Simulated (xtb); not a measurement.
## Energy and gradient calculation of C4H4Al (charge −1)

System: C4H4Al, charge −1.
Method: GFN0-xTB (xtb 6.7.1).

The geometry comes from this level: GFN2-xTB.

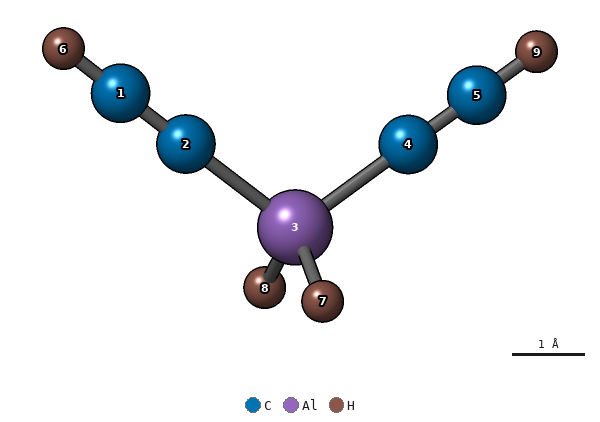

Fig. 1: The structure as given in the input (ball-and-stick view, seen at a tilt; atoms are numbered from 1 in the order of the input). Sticks mark near contacts. Bond lengths as drawn: Al–C 2.01 Å, Al–H 1.62 Å, C–C 1.21 Å and C–H 1.06 Å.

## Input file (start.xyz)
```
9
start
C      2.31570    -0.12651     1.49553
C      1.52928    -0.20852     0.57782
Al     0.21381    -0.33696    -0.93658
C     -1.58007     0.31178    -0.30331
C     -2.66842     0.69080     0.07002
H      3.00273    -0.05165     2.30114
H      0.71523     0.56930    -2.17727
H      0.09194    -1.87217    -1.42860
H     -3.62021     1.02393     0.40124
```

Run as:
```bash
xtb start.xyz --json --grad --gfn0 -c -1 | tee start.out
```

## Output
```
* xtb version 6.7.1
   ID    Z sym.   atoms
    1    6 C      1, 2, 4, 5
    2   13 Al     3
    3    1 H      6-9

           -------------------------------------------------
          |                Calculation Setup                |
           -------------------------------------------------

          program call               : xtb start.xyz --json --grad --gfn0 -c -1
          coordinate file            : start.xyz
          omp threads                :                     1

########################################################################
[WARNING] Please study the warnings concerning your input carefully
-1- prog_main_parseArguments: The use of '--gfn0' is discouraged, please use '--gfn 0' next time
########################################################################

           -------------------------------------------------
          |                 G F N 0 - x T B                 |
           -------------------------------------------------

      * Hamiltonian:
        H0-scaling (s, p, d)           2.000000    2.486800    2.270000
        zeta-weighting                 1.000000
      * Dispersion:
        s8                             2.850000
        a1                             0.800000
        a2                             4.600000
        s9                             0.000000
      * Repulsion:
        kExp                           1.500000
        rExp                           1.000000
      * Coulomb:
        alpha                          0.000000
        third order                    atomic
        anisotropic                    false
      * Polar bond correction:
        rad-shift                      0.053700
        strength                      -0.012900
        en-exp                         3.484700
        en-scale                       0.509700

          ...................................................
          :                      SETUP                      :
          :.................................................:
          :  # basis functions                  34          :
          :  # atomic orbitals                  33          :
          :  # shells                           19          :
          :  # electrons                        24          :
          :  electronic temp.          300.0000000     K    :
          :  accuracy                    1.0000000          :
          :  -> integral cutoff          0.2500000E+02      :
          :  -> integral neglect         0.1000000E-07      :
          ...................................................
  Checking positiv definite overlap ...  done.

         #    Occupation            Energy/Eh            Energy/eV
      -------------------------------------------------------------
         1        2.0000           -0.6491676             -17.6647
       ...           ...                  ...                  ...
         6        2.0000           -0.5143884             -13.9972
         7        2.0000           -0.4847900             -13.1918
         8        2.0000           -0.4768071             -12.9746
         9        2.0000           -0.4574412             -12.4476
        10        2.0000           -0.4574187             -12.4470
        11        2.0000           -0.4564120             -12.4196
        12        2.0000           -0.4552750             -12.3887 (HOMO)
        13                         -0.2522979              -6.8654 (LUMO)
        14                         -0.2492288              -6.7819
        15                         -0.2370953              -6.4517
        16                         -0.2315801              -6.3016
        17                         -0.1390571              -3.7839
       ...                                ...                  ...
        33                          1.5007760              40.8382
      -------------------------------------------------------------
                  HL-Gap            0.2029770 Eh            5.5233 eV
             Fermi-level            0.0000000 Eh            0.0000 eV

 EHT (total)                   0 d,  0 h,  0 min,  0.002 sec
 EHT setup                      ...        0 min,  0.000 sec (  2.624%)
 Coordination number            ...        0 min,  0.000 sec (  1.173%)
 EEQ model density              ...        0 min,  0.000 sec (  1.205%)
 D4 Dispersion                  ...        0 min,  0.000 sec (  4.654%)
 Integral evaluation            ...        0 min,  0.000 sec ( 29.460%)
 Cholesky factorization         ...        0 min,  0.000 sec (  1.479%)
 Zeroth order Hamiltonian       ...        0 min,  0.000 sec ( 12.116%)
 Gradient calculation           ...        0 min,  0.001 sec ( 42.359%)

         :::::::::::::::::::::::::::::::::::::::::::::::::::::
         ::                     SUMMARY                     ::
         :::::::::::::::::::::::::::::::::::::::::::::::::::::
         :: total energy             -13.483847058616 Eh    ::
         :: gradient norm              0.026421005273 Eh/a0 ::
         :: HOMO-LUMO gap              5.523286377804 eV    ::
         ::.................................................::
         :: H0 energy                -12.554551204663 Eh    ::
         :: repulsion energy           0.267627957929 Eh    ::
         :: electrostat energy        -1.194497275212 Eh    ::
         :: -> Gsolv                   0.000000000000 Eh    ::
         ::    -> Gsasa                0.000000000000 Eh    ::
         ::    -> Gshift               0.000000000000 Eh    ::
         :: dispersion energy         -0.002426536670 Eh    ::
         :: short-range corr.          0.000000000000 Eh    ::
         :: add. restraining           0.000000000000 Eh    ::
         :: total charge              -1.000000000000 e     ::
         :::::::::::::::::::::::::::::::::::::::::::::::::::::

           -------------------------------------------------
          |                Property Printout                |
           -------------------------------------------------

    * Orbital Energies and Occupations

         #    Occupation            Energy/Eh            Energy/eV
      -------------------------------------------------------------
         1        2.0000           -0.6491676             -17.6647
         2        2.0000           -0.6477818             -17.6270
         3        2.0000           -0.5806686             -15.8008
         4        2.0000           -0.5796756             -15.7738
         5        2.0000           -0.5174496             -14.0805
         6        2.0000           -0.5143884             -13.9972
         7        2.0000           -0.4847900             -13.1918
         8        2.0000           -0.4768071             -12.9746
         9        2.0000           -0.4574412             -12.4476
        10        2.0000           -0.4574187             -12.4470
        11        2.0000           -0.4564120             -12.4196
        12        2.0000           -0.4552750             -12.3887 (HOMO)
        13                         -0.2522979              -6.8654 (LUMO)
        14                         -0.2492288              -6.7819
        15                         -0.2370953              -6.4517
        16                         -0.2315801              -6.3016
        17                         -0.1390571              -3.7839
        18                         -0.1333960              -3.6299
        19                         -0.1142978              -3.1102
        20                         -0.1106805              -3.0118
        21                         -0.1063118              -2.8929
        22                         -0.0997356              -2.7139
        23                         -0.0270266              -0.7354
       ...                                ...                  ...
        33                          1.5007760              40.8382
      -------------------------------------------------------------
                  HL-Gap            0.2029770 Eh            5.5233 eV
             Fermi-level            0.0000000 Eh            0.0000 eV

     #   Z          covCN         q      C6AA      α(0)
     1   6 C        1.909    -0.347    42.784    10.551
     2   6 C        1.815    -0.238    38.917    10.068
     3  13 Al       3.389     0.287   140.054    23.045
     4   6 C        1.815    -0.237    38.891    10.065
     5   6 C        1.909    -0.347    42.804    10.554
     6   1 H        0.927     0.069     2.101     2.267
     7   1 H        0.860    -0.128     6.681     4.049
     8   1 H        0.860    -0.127     6.671     4.046
     9   1 H        0.927     0.069     2.100     2.266

 Mol. C6AA /au·bohr⁶  :       2047.740821
 Mol. C8AA /au·bohr⁸  :      78264.971005
 Mol. α(0) /au        :         76.911308

Wiberg/Mayer (AO) data.
largest (>0.10) Wiberg bond orders for each atom

 ---------------------------------------------------------------------------
     #   Z sym  total        # sym  WBO       # sym  WBO       # sym  WBO
 ---------------------------------------------------------------------------
     1   6 C    3.959 --     2 C    2.889     6 H    0.961
     2   6 C    3.738 --     1 C    2.889     3 Al   0.824
     3  13 Al   3.602 --     7 H    0.873     8 H    0.873     2 C    0.824
                             4 C    0.823
     4   6 C    3.738 --     5 C    2.889     3 Al   0.823
     5   6 C    3.959 --     4 C    2.889     9 H    0.961
     6   1 H    0.987 --     1 C    0.961
     7   1 H    0.885 --     3 Al   0.873
     8   1 H    0.885 --     3 Al   0.873
     9   1 H    0.987 --     5 C    0.961
 ---------------------------------------------------------------------------

Topologies differ in total number of bonds
Writing topology from bond orders to xtbtopo.mol

 dipole moment from electron density (au)
     X       Y       Z
  -0.4770   0.7562   2.1013  total (Debye):    5.804

           -------------------------------------------------
          | TOTAL ENERGY              -13.483847058616 Eh   |
          | GRADIENT NORM               0.026421005273 Eh/α |
          | HOMO-LUMO GAP               5.523286377804 eV   |
           -------------------------------------------------

------------------------------------------------------------------------
------------------------------------------------------------------------
 total:
 *  cpu-time:     0 d,  0 h,  0 min,  0.010 sec
 * ratio c/w:     1.000 speedup
 SCF:
 *  cpu-time:     0 d,  0 h,  0 min,  0.002 sec
 * ratio c/w:     1.000 speedup
```

## Standard error
```
normal termination of xtb
```

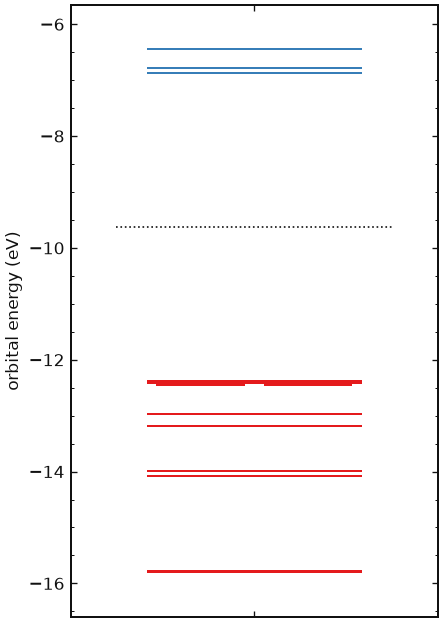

Fig. 2: Orbital energies near the frontier; the dotted line parts filled from empty levels, and levels within 0.02 eV of each other stand side by side. Highest filled −12.39 eV, lowest empty −6.87 eV, 5.52 eV apart.

## Summary

```tsv
quantity	value
outcome	converged
electrons treated	24
total energy	−13.483847 hartree
dispersion energy	−0.002427 hartree
basis functions	34
largest force	0.687 eV/Å
HOMO	−12.39 eV
LUMO	−6.87 eV
hardware	1 thread of Intel Xeon (Sapphire Rapids), 16 GiB of memory available, shared host
peak memory	0.068 GiB
```
